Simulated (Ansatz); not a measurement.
Response to strain in InSb

Start from InSb in the zinc blende structure (space group F-43m, No. 216; a = 6.450 Å).

Strains are applied to the cell and any free atomic positions relax.

All numbers come from LDA, PAW, 420 eV (Ansatz, a first-principles code; scalar-relativistic without spin-orbit coupling).

Notes on the quantities. energy relative to the base: free energy F.

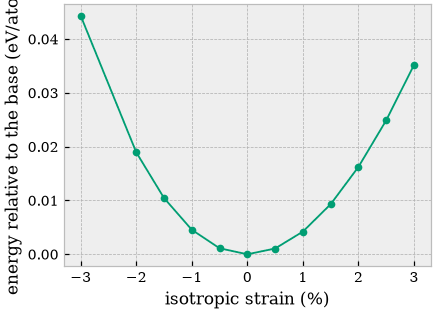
Fig. 1. Energy relative to the base against isotropic strain

```
isotropic strain (%)  energy relative to the base
--------------------  ---------------------------
-3                                   +44 meV/atom
-2                                   +19 meV/atom
-1.5                                 +10 meV/atom
-1                                  +4.6 meV/atom
-0.5                                +1.1 meV/atom
0.5                                 +1.1 meV/atom
1                                   +4.2 meV/atom
1.5                                 +9.3 meV/atom
2                                    +16 meV/atom
2.5                                  +25 meV/atom
3                                    +35 meV/atom
```

Whether these cells are dynamically stable was not tested. All final runs are without spin polarisation.
